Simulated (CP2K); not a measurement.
Band structure of LaIn₅Rh (P4/mmm, 7 atoms in the cell).

```xyz
7
Lattice="4.6426 0.0000 0.0000 0.0000 4.6426 0.0000 0.0000 0.0000 7.5303" Properties=species:S:1:pos:R:3 pbc="T T T"
La     0.0000     0.0000     0.0000
In     2.3213     2.3213     0.0000
In     2.3213     0.0000     5.2127
In     2.3213     0.0000     2.3176
In     0.0000     2.3213     5.2127
In     0.0000     2.3213     2.3176
Rh     0.0000     0.0000     3.7652
```

Computed with PBEsol, GPW, DZVP-MOLOPT-SR-GTH basis, GTH-PBE potentials (GTH_POTENTIALS) (CP2K).

Settings: CUTOFF = 500 Ry; REL_CUTOFF = 50 Ry; SMEAR/METHOD = FERMI_DIRAC; ELECTRONIC_TEMPERATURE = 580.23 K; KPOINTS/SCHEME = MONKHORST-PACK 5 5 3; XC_FUNCTIONAL = PBE:PBESOL; La/BASIS_SET = DZVP-MOLOPT-SR-GTH-q11; La/POTENTIAL = GTH-PBE-q11; In/BASIS_SET = DZVP-MOLOPT-SR-GTH-q13; In/POTENTIAL = GTH-PBE-q13; Rh/BASIS_SET = DZVP-MOLOPT-SR-GTH-q17; Rh/POTENTIAL = GTH-PBE-q17; METHOD = GPW; EPS_DEFAULT = 1e-10.

The starting cell comes from a database of computed structures (which also holds hypothetical and non-ambient phases and stackings), without a prior relaxation at this level. Its lattice was rescaled by a random factor within 2.5 % of one. Spin polarisation is off. Values carry the incompleteness of an atom-centred basis. The potentials were made for another functional than the one used.

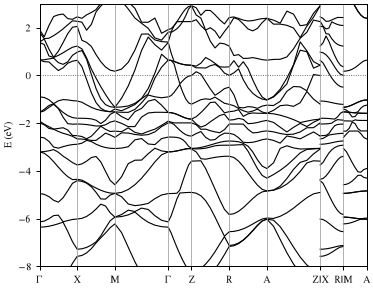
Figure. Bands along the path, energies from the Fermi level.

Levels in eV from the Fermi level, bands 43 to 48:
```
point     43     44     45     46     47     48
-----  -----  -----  -----  -----  -----  -----
Γ      -1.55  -1.55  -0.90   0.64   0.64   1.38
X      -2.04  -1.79  -1.07   0.63   0.97   1.23
M      -1.90  -1.53  -1.53  -1.41  -1.33  -1.33
Z      -1.83  -1.83  -1.20  -0.01   0.43   0.43
R      -1.87  -1.52  -1.21  -0.49   0.00   0.36
A      -1.89  -1.59  -1.59  -1.24  -1.03  -1.03
```

Bands cross the Fermi level along this path, so the cell is metallic at this level.

Higher empty bands are left out: an atom-centred basis made for the valence describes them poorly.
